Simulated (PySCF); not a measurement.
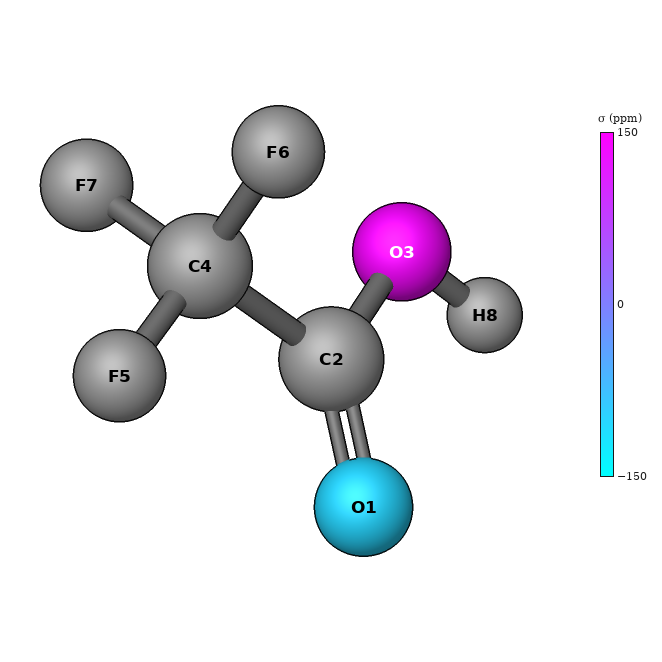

Atoms are coloured by their isotropic NMR shieldings (O only, the others grey). Computed geometry: PBE0-D3(BJ)/def2-SVP optimisation. No frequency run is at hand to confirm it as a minimum. Properties computed with GIAO PBE0/6-31G NMR shielding, non-relativistic, gas phase (PySCF 2.14.0).

Give the isotropic NMR shieldings of the O atoms atom by atom.

```json
{"atom": "O1", "σ (ppm)": "−101.7"}
{"atom": "O3", "σ (ppm)": "138.7"}
```
